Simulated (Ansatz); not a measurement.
**C3H12GaN (SMILES C[Ga-](C)(C)[NH3+]) at CCSD/6-31G(d) (spherical functions)**

What is the vertical ionisation energy of C3H12GaN at CCSD/6-31G* (spherical functions)? 

The calculation is run with Ansatz 0.2.0.

39 further runs of the same task are left out: 2 that didn't finish, 37 set aside as unsound or not needed.

**1. The structure to begin with**

C3H12GaN: 17 atoms, total charge 0, spin state singlet. SMILES: `C[Ga-](C)(C)[NH3+]`. The coordinates come from a PBE0-D4/def2-TZVP relaxation.

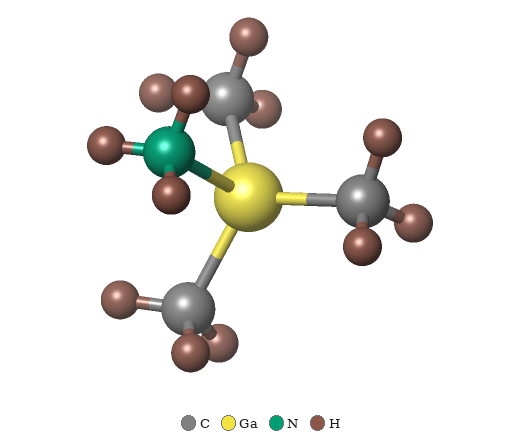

The structure, seen from a chosen angle (carbon grey, gallium yellow, nitrogen teal, hydrogen brown).

**2. A single-point energy at CCSD/6-31G(d) (spherical functions)**

molecule.yaml

```yaml
crystal:
  periodic: [false, false, false]
  atoms:
    - symbol: C
      position_ang: [-0.724690, 0.767350, -1.780960]
    - symbol: Ga
      position_ang: [0.155500, -0.156590, -0.247090]
    - symbol: C
      position_ang: [2.027140, 0.365110, 0.206730]
    - symbol: C
      position_ang: [-0.422310, -2.018890, 0.176160]
    - symbol: "N"
      position_ang: [-0.870130, 0.876400, 1.382070]
    - symbol: H
      position_ang: [-0.337770, 0.382760, -2.729300]
    - symbol: H
      position_ang: [-0.538820, 1.845740, -1.776900]
    - symbol: H
      position_ang: [-1.807520, 0.609810, -1.793330]
    - symbol: H
      position_ang: [2.328700, 0.007070, 1.195860]
    - symbol: H
      position_ang: [2.727720, -0.067300, -0.513810]
    - symbol: H
      position_ang: [2.173270, 1.449260, 0.179340]
    - symbol: H
      position_ang: [-0.082930, -2.343380, 1.164610]
    - symbol: H
      position_ang: [-0.002060, -2.721570, -0.549520]
    - symbol: H
      position_ang: [-1.509750, -2.134500, 0.136040]
    - symbol: H
      position_ang: [-0.554260, 0.531670, 2.281190]
    - symbol: H
      position_ang: [-1.871800, 0.734050, 1.323650]
    - symbol: H
      position_ang: [-0.690280, 1.873060, 1.345280]
basis:
  gaussian: {orbitals: 6-31G_st_-spherical.json}
correlation: {method: ccsd, frozen_orbitals: {C: 1, Ga: 9, H: 0, "N": 1}}
accuracy: high
scf: {omitted_lower_state_checks: [cluster_reference, increment]}
```

The basis set 6-31G* is read from a file made from the Basis Set Exchange's data (not shown).

Run with:

```bash
$ ansatz run molecule.yaml --threads 1 --pin off --max-ram 3480MiB --events-out events.jsonl --progress --plain --runs-dir runs
```

The log of the run (excerpt; [...] marks lines left out):

```text
Warning: RAYON_NUM_THREADS=1 ignored (pool sized by the plan → 1); use --threads N
Functional definition: HF
  name "HF"
[...]
2790 factors; integrals over basis functions are off by at most 7.7e-9 eV
[...]
mean field -57089.81461527 eV, -2098.0119902449 hartree, gradient 3.5e-8 eV, S^2 0.000000; 0 other end points of the search recorded, 0 dependent functions left out
13 core orbitals not correlated: weight in the atoms' cores, before any rotation towards them, 1.000 or more for the frozen orbitals, at most 0.000 for the correlated occupied ones
reference -57089.81461527 eV, -2098.0119902449 hartree; 21, 21 occupied and 78, 78 virtual orbitals, 2790 factors
second order -22.15125143 eV of doubles, -0.00000000 eV of singles
cycle   1  -22.62751011 eV  change   -4.8e-1 eV  update   1.1e-1
[...]
cycle  19  -23.44711611 eV  change   9.3e-10 eV  update   1.9e-9
Total energy: -57113.26173138 eV, -2098.8736558690 hartree
Checks for a lower state left out: cluster_reference, increment
```

It took 81 s on 1 thread of Arm Neoverse V1, shared host; peak memory 1.1 GiB.

**3. The doublet cation at the same level**

in.yaml

```yaml
crystal:
  periodic: [false, false, false]
  atoms:
    - {symbol: C, position_ang: [-0.724690, 0.767350, -1.780960]}
    - {symbol: Ga, position_ang: [0.155500, -0.156590, -0.247090]}
    - {symbol: C, position_ang: [2.027140, 0.365110, 0.206730]}
    - {symbol: C, position_ang: [-0.422310, -2.018890, 0.176160]}
    - {symbol: "N", position_ang: [-0.870130, 0.876400, 1.382070]}
    - {symbol: H, position_ang: [-0.337770, 0.382760, -2.729300]}
    - {symbol: H, position_ang: [-0.538820, 1.845740, -1.776900]}
    - {symbol: H, position_ang: [-1.807520, 0.609810, -1.793330]}
    - {symbol: H, position_ang: [2.328700, 0.007070, 1.195860]}
    - {symbol: H, position_ang: [2.727720, -0.067300, -0.513810]}
    - {symbol: H, position_ang: [2.173270, 1.449260, 0.179340]}
    - {symbol: H, position_ang: [-0.082930, -2.343380, 1.164610]}
    - {symbol: H, position_ang: [-0.002060, -2.721570, -0.549520]}
    - {symbol: H, position_ang: [-1.509750, -2.134500, 0.136040]}
    - {symbol: H, position_ang: [-0.554260, 0.531670, 2.281190]}
    - {symbol: H, position_ang: [-1.871800, 0.734050, 1.323650]}
    - {symbol: H, position_ang: [-0.690280, 1.873060, 1.345280]}
basis:
  gaussian:
    orbitals: 6-31G_st_-spherical.json
total_charge: 1
magnetization:
  spin_polarized: true
  initial_magnetization: 1
correlation:
  method: ccsd
  frozen_orbitals: {C: 1, Ga: 9, H: 0, "N": 1}
accuracy: high
scf:
  omitted_lower_state_checks: [cluster_reference, increment]
```

The basis set 6-31G* is read from a file made from the Basis Set Exchange's data (not shown).

Run with:

```bash
$ ansatz run in.yaml --threads 1 --pin off --max-ram 3480MiB --events-out events.jsonl --progress --plain --runs-dir runs
```

The log of the run (excerpt; [...] marks lines left out):

```text
Warning: RAYON_NUM_THREADS=1 ignored (pool sized by the plan → 1); use --threads N
[... 2 set-up lines as earlier in the session ...]
[...]
2790 factors; integrals over basis functions are off by at most 7.7e-9 eV
[...]
mean field -57081.82055570 eV, -2097.7182139743 hartree, gradient 2.1e-8 eV, S^2 0.769296; 4 other end points of the search recorded, 0 dependent functions left out
13 core orbitals not correlated: weight in the atoms' cores, before any rotation towards them, 1.000 or more for the frozen orbitals, at most 0.000 for the correlated occupied ones
reference -57081.82055570 eV, -2097.7182139743 hartree; 21, 20 occupied and 78, 79 virtual orbitals, 2790 factors
second order -21.59556502 eV of doubles, -0.00000000 eV of singles
cycle   1  -22.09799181 eV  change   -5.0e-1 eV  update   1.2e-1
[...]
cycle  31  -23.00474535 eV  change   3.4e-10 eV  update   2.3e-9
Total energy: -57104.82530105 eV, -2098.5636227729 hartree
Checks for a lower state left out: cluster_reference, increment
```

Wall time 8 min (1 thread of Arm Neoverse V1, shared host); peak memory 2.4 GiB.

**4. Summary of results**

Level: CCSD/6-31G* (spherical functions), 13 core orbitals frozen.

```
                                                      quantity           value
                                singlet C3H12GaN: total energy  -2098.87366 Eh
singlet C3H12GaN: correlation energy (13 core orbitals frozen)      -861.7 mEh
                               singlet C3H12GaN: T1 diagnostic           0.010
                                  doublet cation: total energy  -2098.56362 Eh
  doublet cation: correlation energy (13 core orbitals frozen)      -845.4 mEh
             doublet cation: ⟨S²⟩ of the reference determinant           0.769
                                 doublet cation: T1 diagnostic           0.020
            vertical ionisation energy (to the doublet cation)        8.436 eV
```

**Reading.** Removing an electron at fixed nuclei costs 8.44 eV (814 kJ/mol).
